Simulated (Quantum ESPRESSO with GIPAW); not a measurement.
# 39K assignment in K3SiNO3F6

The values are calculated: DFT, PBEsol, plane-wave PAW (pslibrary 1.0.0 recipes), scalar-relativistic, GIPAW shieldings (Quantum ESPRESSO with GIPAW, a patched development version). Shieldings are without the macroscopic shape term, which is common to all sites.

```
K Si F O N
1.0
     5.72195    0.00000    0.00000
    -2.86098    4.95536    0.00000
     0.00000    0.00000   14.89029
K Si F O N
6 2 12 6 2
Direct
  0.00000 0.00000 0.75000
  0.00000 0.00000 0.25000
  0.33333 0.66667 0.91534
  0.66667 0.33333 0.41534
  0.66667 0.33333 0.08466
  0.33333 0.66667 0.58466
  0.00000 0.00000 0.00000
  0.00000 0.00000 0.50000
  0.85920 0.14080 0.93388
  0.14080 0.85920 0.43388
  0.14080 0.28159 0.43388
  0.28159 0.14080 0.93388
  0.71841 0.85920 0.43388
  0.85920 0.71841 0.56612
  0.14080 0.28159 0.06612
  0.71841 0.85920 0.06612
  0.28159 0.14080 0.56612
  0.85920 0.71841 0.93388
  0.14080 0.85920 0.06612
  0.85920 0.14080 0.56612
  0.92237 0.46118 0.75000
  0.46118 0.53882 0.25000
  0.53882 0.46118 0.75000
  0.53882 0.07763 0.75000
  0.46118 0.92237 0.25000
  0.07763 0.53882 0.25000
  0.66667 0.33333 0.75000
  0.33333 0.66667 0.25000
```

The cell is a computed entry of the Materials Project; it need not be the form that is stable at ambient conditions. The coordinates shown are those after relaxation (atoms relaxed).

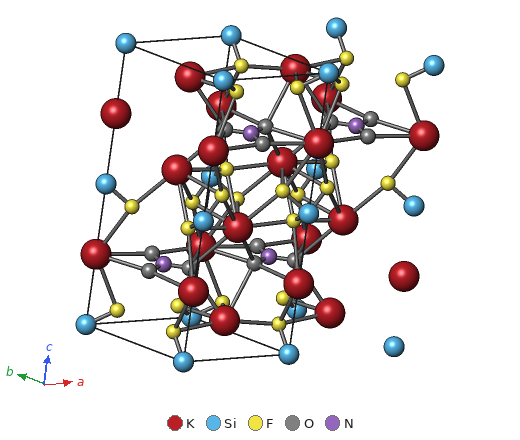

The structure (potassium red, silicon blue, fluorine yellow, oxygen grey, nitrogen purple). Bonds to atoms that aren't drawn are left out. 2×1×1 cells are drawn. Some periodic images of atoms are drawn too.

The K sites:

```csv
site,atom no.,atoms in cell,site symmetry,surroundings,bonds (Å)
K(1),1,2,-6m2,KF6O6,2.89 to 3.07
K(2),3,4,3m,KF9O3,2.89 to 3.20
```

The lines to be assigned:

```csv
line,σ_iso (ppm),relative area,span (ppm),skew
A,1239.2,2,19.8,-1.00
B,1209.1,1,21.3,-1.00
```

Q: Assign the lines to the sites.

By the calculation: A is K(2) (KF9O3); B is K(1) (KF6O6). The areas settle A and B, whose multiplicities are unique.

[Banner, clock, file and message-heading lines were taken out of the pw.x and gipaw.x logs.]

[Logs are printed without paths, hosts, clocks, repeated set-up lines and the standing remarks that a program may print on its own settings, such as how far it seeks lower states.]

[Hosts, paths, dates, database ids (printed as entryN), source tags and the programs' standing remarks are cut or masked in the printed files.]
